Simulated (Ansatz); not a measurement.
# SiH4 (SMILES [H][Si]([H])([H])[H]): levels of theory compared

Aim: a comparison of 6 runs (BHLYP/3-21G, BLYP/3-21G, CAM-B3LYP/6-31G, UB3LYP/3-21G, CCSDT/3-21G, UCCSD(T)/3-21G) of SiH4. 

The results are computed with Ansatz 0.2.0.

51 further runs of the same task are left out: 51 set aside as unsound or not needed.

## (1) The structure to begin with

SiH4: 5 atoms, total charge 0, spin state singlet. As SMILES, `[H][Si]([H])([H])[H]`. The H4–Si1 distance was set to 3.653 Å, away from the relaxed value. At this shape a bond of the SMILES string is far longer than usual.

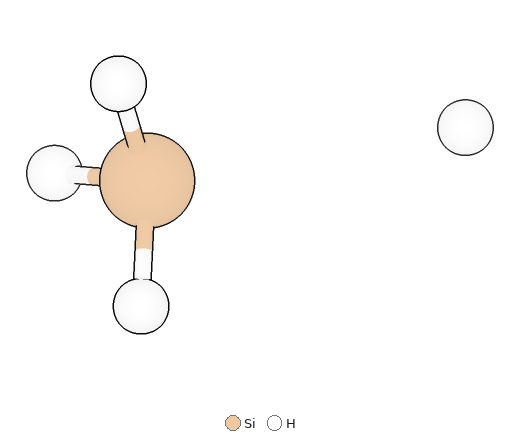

The structure, seen from a chosen angle (silicon light orange, hydrogen white).

## (2) The energy at BHLYP/3-21G (run 1)

Contents of run.yaml:

```yaml
crystal:
  periodic: [false, false, false]
  atoms:
    - {symbol: Si, position_ang: [1.045040, -1.795184, 0.698818]}
    - {symbol: H, position_ang: [1.056280, -1.814574, 2.159608]}
    - {symbol: H, position_ang: [2.418430, -1.783884, 0.200968]}
    - {symbol: H, position_ang: [-0.696580, 1.196700, -0.465720]}
    - {symbol: H, position_ang: [0.356750, -2.983634, 0.201238]}
basis:
  gaussian:
    orbitals: 3-21G.json
total_charge: 0
hamiltonian:
  xc: {name: BHLYP}
accuracy: high
```

The basis set 3-21G is read from a file made from the Basis Set Exchange's data (not shown).

The run is started by

```console
$ ansatz run run.yaml --threads 1 --pin off --max-ram 2610MiB --events-out events.jsonl --progress --plain --runs-dir runs
```

What it wrote:

```text
Warning: RAYON_NUM_THREADS=1 ignored (pool sized by the plan → 1); use --threads N
Functional definition: BHLYP
  name "BHLYP"
  parameter a = 0.5
  exchange = (1 - a)*b88_x + a*exact_x
  correlation = lyp_c
410 factors; integrals over basis functions are off by at most 4.0e-9 eV
mean field evaluation 1: about -7893.7450 eV, gradient 9.0e0 eV
mean field evaluation 2: about -7890.8526 eV, gradient 1.9e1 eV
mean field evaluation 4: about -7894.3491 eV, gradient 9.2e-1 eV
mean field evaluation 8: about -7894.3475 eV, gradient 5.5e-3 eV
mean field evaluation 16: about -7894.3475 eV, gradient 1.4e-7 eV
mean field -7894.34753132 eV, -290.1119207951 hartree, gradient 4.2e-9 eV, S^2 0.000000; 0 other end points of the search recorded, 0 dependent functions left out
reference -7894.34755547 eV, -290.1119216825 hartree; 9, 9 occupied and 12, 12 virtual orbitals, 410 factors
Total energy: -7894.34755547 eV, -290.1119216825 hartree
```

It took 0.58 s on 1 thread of Intel Xeon Platinum 8488C (Sapphire Rapids), shared host.

## (3) A single-point energy at BLYP/3-21G (run 2)

Contents of job.yaml:

```yaml
crystal:
  periodic: [false, false, false]
  atoms:
    - {symbol: Si, position_ang: [1.045040, -1.795184, 0.698818]}
    - {symbol: H, position_ang: [1.056280, -1.814574, 2.159608]}
    - {symbol: H, position_ang: [2.418430, -1.783884, 0.200968]}
    - {symbol: H, position_ang: [-0.696580, 1.196700, -0.465720]}
    - {symbol: H, position_ang: [0.356750, -2.983634, 0.201238]}
basis:
  gaussian:
    orbitals: 3-21G.json
total_charge: 0
hamiltonian:
  xc: {name: BLYP}
accuracy: high
```

The basis set 3-21G is read from a file made from the Basis Set Exchange's data (not shown).

The run is started by

```console
$ ansatz run job.yaml --threads 1 --pin off --max-ram 2610MiB --events-out events.jsonl --progress --plain --runs-dir runs
```

What it wrote:

```text
Warning: RAYON_NUM_THREADS=1 ignored (pool sized by the plan → 1); use --threads N
Functional definition: BLYP
  name "BLYP"
  parameter beta = 0.0042
  parameter a = 0.04918
  parameter b = 0.132
  parameter c = 0.2533
  parameter d = 0.349
  exchange = b88_x(beta = beta)
  correlation = lyp_c(a = a, b = b, c = c, d = d)
410 factors; integrals over basis functions are off by at most 4.0e-9 eV
mean field evaluation 1: about -7894.1281 eV, gradient 1.3e1 eV
mean field evaluation 2: about -7885.2838 eV, gradient 2.3e1 eV
mean field evaluation 4: about -7894.5801 eV, gradient 8.5e0 eV
mean field evaluation 8: about -7894.5655 eV, gradient 8.5e0 eV
mean field evaluation 16: about -7894.9996 eV, gradient 1.5e-8 eV
mean field -7894.99958830 eV, -290.1358834471 hartree, gradient 1.5e-8 eV, S^2 0.000000; 0 other end points of the search recorded, 0 dependent functions left out
reference -7894.99963608 eV, -290.1358852030 hartree; 9, 9 occupied and 12, 12 virtual orbitals, 410 factors
Total energy: -7894.99963608 eV, -290.1358852030 hartree
```

Run time: 0.6 s. Hardware: 1 thread of Intel Xeon Platinum 8488C (Sapphire Rapids), shared host.

Runs 3 to 5 aren't shown in full; the table further down has their settings and results.

## (4) The energy at UCCSD(T)/3-21G (run 6)

job.yaml: that of step 3 with these lines changed.

```diff
@@ -11,5 +11,10 @@
     orbitals: 3-21G.json
-total_charge: 0
-hamiltonian:
-  xc: {name: BLYP}
+magnetization:
+  spin_polarized: true
+  initial_magnetization: 0
+correlation:
+  method: ccsd_t
+  frozen_orbitals: {H: 0, Si: 5}
 accuracy: high
+scf:
+  omitted_lower_state_checks: [cluster_reference, increment]
```

The basis set 3-21G is read from a file made from the Basis Set Exchange's data (not shown).

The run is started by

```console
$ ansatz run job.yaml --threads 1 --pin off --max-ram 2610MiB --events-out events.jsonl --progress --plain --runs-dir runs
```

What it wrote:

```text
Warning: RAYON_NUM_THREADS=1 ignored (pool sized by the plan → 1); use --threads N
[... 13 lines left out ...]
5 core orbitals not correlated: weight in the atoms' cores, before any rotation towards them, 1.000 or more for the frozen orbitals, at most 0.000 for the correlated occupied ones
[... 31 lines left out ...]
Total energy: -7881.68320411 eV, -289.6465153542 hartree
Checks for a lower state left out: cluster_reference, increment
```

Wall time 0.26 s (1 thread of Intel Xeon Platinum 8488C (Sapphire Rapids), shared host).

## (5) Overview of the runs

```tsv
run	level	frozen core orbitals	energy (Eh)	wall time
1	BHLYP/3-21G	–	-290.111922	0.58 s
2	BLYP/3-21G	–	-290.135885	0.6 s
3	CAM-B3LYP/6-31G	–	-291.625432	0.74 s
4	UB3LYP/3-21G	–	-290.201592	2.6 s
5	CCSDT/3-21G	5	-289.648508	0.28 s
6	UCCSD(T)/3-21G	5	-289.646515	0.26 s
```

## (6) Results

```
                                          quantity          value
                               run 6: total energy  -289.64652 Eh
run 6: correlation energy (5 core orbitals frozen)      -70.0 mEh
                             run 6: (T) correction      -0.92 mEh
          run 6: ⟨S²⟩ of the reference determinant          0.986
                              run 6: T1 diagnostic          0.013
```

In words: Totals of different functionals can't be ranked against each other. In run 5 the log says that unrestricted orbitals would lower the reference, so the values rest on an unstable closed-shell determinant (other closed-shell runs at this shape may share the fault). In runs 1, 2, 3 a closed-shell determinant meets a far-stretched bond, which it describes badly. Spin contamination of the reference: run 6 ⟨S²⟩ = 0.99, run 4 ⟨S²⟩ = 0.94. Where it is this large, the reference is a mixture of spin states, and values that rest on it are in doubt. All runs together took 5.1 s, the longest 2.6 s.
